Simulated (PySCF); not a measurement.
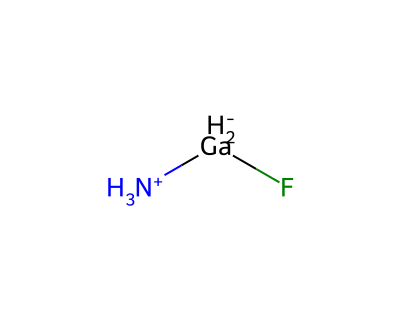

Structural formula above. Computed geometry: PBE0-D3(BJ)/def2-SVP optimisation. No frequency run is at hand to confirm it as a minimum.

Describe the 3D structure.

It has 8 atoms: 1 fluorine, 1 gallium, 5 hydrogen and 1 nitrogen (FGaH₅N). As SMILES it reads `[NH3+][GaH2-][F]`. This geometry has Cs symmetry. Coordination, clear cases only: 1 N tetrahedral.

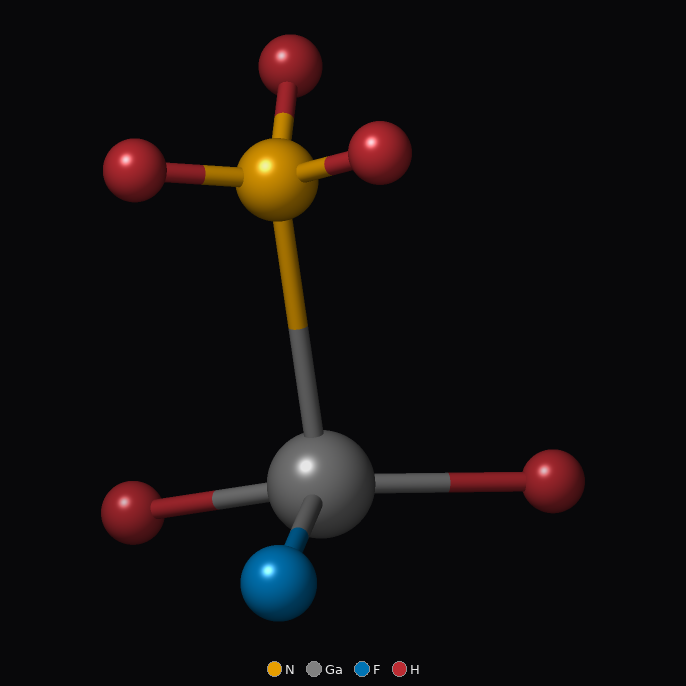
